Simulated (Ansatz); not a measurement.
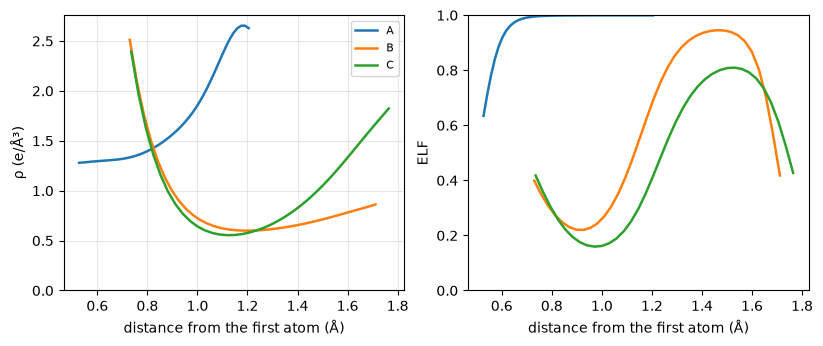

The picture shows: BCl2H2In (SMILES [BH2][In]([Cl])[Cl]). Electron density and electron localisation function along straight lines between neighbouring atoms. The curves leave out the atomic cores.

Geometry: PBE0-D3(BJ)/def2-SVP; core potentials replace the inner electrons of In.

All numbers below come from Ansatz, isolated molecule in a Gaussian basis; Kohn-Sham density functional theory, functional PBE0.

```xyz
6

B     0.5705    1.5788    0.8678
Cl   -2.0995   -0.8764   -1.0013
Cl   -2.6624   -0.0681    2.7253
In   -1.2726    0.2976    0.8622
H     0.4870    2.7513    0.6042
H     1.6388    1.0909    1.1358
```

**Which curve belongs to which contact (B–H, In–B and In–Cl)? The first atom named is at distance zero.**

Curve A: B–H (1.20 Å): the density is about 1.3 e/Å³ at the midpoint; the ELF climbs to about 1 towards the hydrogen, as it does in any bond to H; an ordinary covalent bond to hydrogen. Curve B: In–B (2.24 Å): ρ is about 0.61 e/Å³ halfway; the ELF peaks at about 0.95 in the valence shell of B, 0.8 Å from its nucleus, and drops to about 0.20 between the two atoms. Curve C: In–Cl (2.35 Å): ρ is about 0.56 e/Å³ halfway; the ELF peaks at about 0.80 in the valence shell of Cl, 0.8 Å from its nucleus, and drops to about 0.15 between the two atoms.
